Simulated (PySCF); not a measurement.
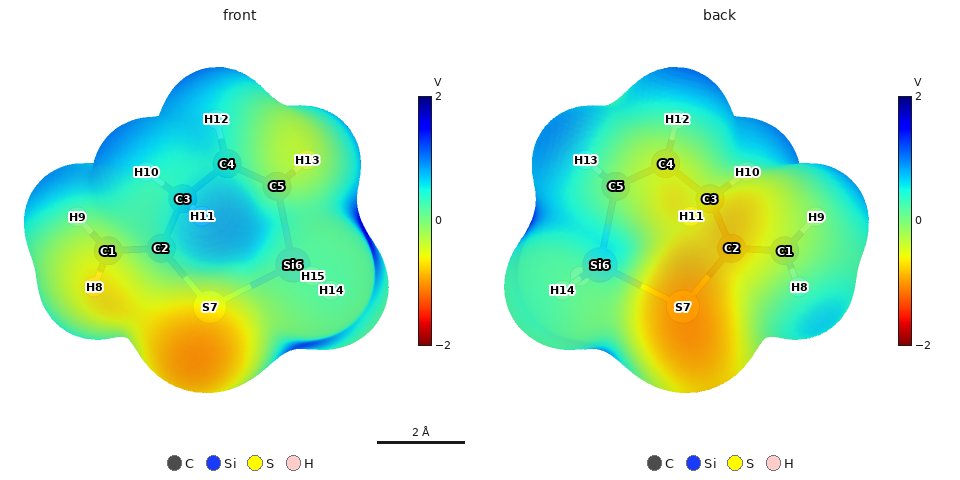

C₅H₈SSi (SMILES C=C1CC=C[SiH2]S1). The molecular electrostatic potential painted on the density surface at 0.002 e/bohr³, seen from the front and from behind; red is negative and blue positive.

Geometry: GFN2-xTB.

Theory: PySCF, wB97X-D/def2-SVPD, SCF density, gas phase.

```yaml
atoms:
  - { symbol: C, position_ang: [2.3379, -0.0511, -0.8308] }
  - { symbol: C, position_ang: [1.2053, 0.2606, -0.2179] }
  - { symbol: C, position_ang: [0.5551, -0.6236, 0.8132] }
  - { symbol: C, position_ang: [-0.7143, -1.2245, 0.2821] }
  - { symbol: C, position_ang: [-1.7457, -0.4762, -0.0943] }
  - { symbol: Si, position_ang: [-1.6332, 1.3910, -0.0239] }
  - { symbol: S, position_ang: [0.4149, 1.8043, -0.5866] }
  - { symbol: H, position_ang: [2.7789, 0.6043, -1.5601] }
  - { symbol: H, position_ang: [2.8634, -0.9644, -0.6098] }
  - { symbol: H, position_ang: [1.2580, -1.4085, 1.0960] }
  - { symbol: H, position_ang: [0.3347, -0.0222, 1.7011] }
  - { symbol: H, position_ang: [-0.7370, -2.3032, 0.1946] }
  - { symbol: H, position_ang: [-2.6307, -0.9496, -0.4943] }
  - { symbol: H, position_ang: [-2.4515, 2.0636, -1.0206] }
  - { symbol: H, position_ang: [-1.8403, 1.9075, 1.3292] }
```

> Where is the surface potential most negative and most positive?

The most negative region (about −1.0 V, or −23 kcal/mol for a unit charge) lies over S7, the most positive (about +1.5 V, or +35 kcal/mol for a unit charge) over Si6.

> How polar is the molecule by this calculation?

Its dipole moment is 2.11 D.
